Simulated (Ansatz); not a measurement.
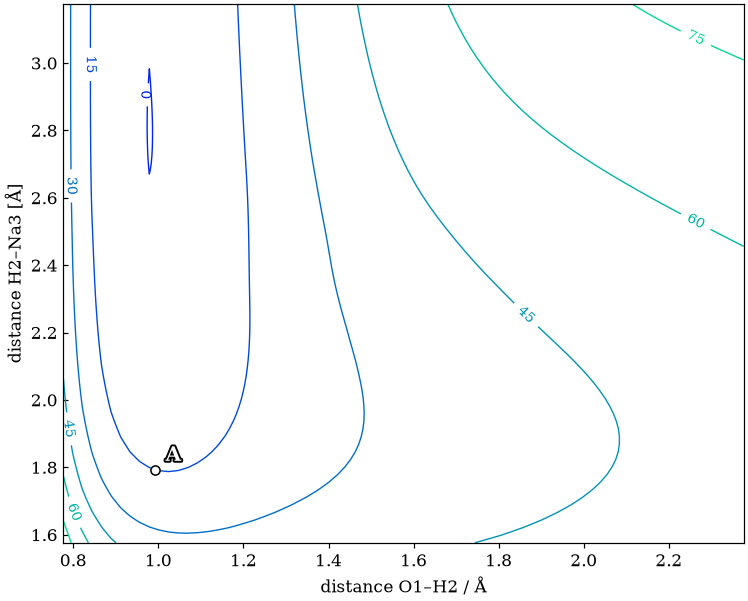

The system O + HNa, spin multiplicity 3. 
- The first coordinate is: distance O1–H2; the second: distance H2–Na3.
- Nothing is relaxed (the angle O1–H2–Na3 is fixed at 90 degrees).
- The scan uses a 15 × 15 grid.
- Points are written as (first, second).
- All energies are given in kcal/mol relative to the lowest grid point.
- Theory: UKS PBE0-D4/def2-SVPD in Ansatz 0.2.0.

The picture shows contour lines labelled in kcal/mol, the point A. Between grid points the surface is interpolated.

**Is A at rest? If not, where is it pushed?**

A, at (0.992 Å, 1.792 Å), is not a stationary point. The computed force is 23 kcal/mol for each Å towards larger values of distance O1–H2 and 60 kcal/mol for each Å towards larger values of distance H2–Na3.
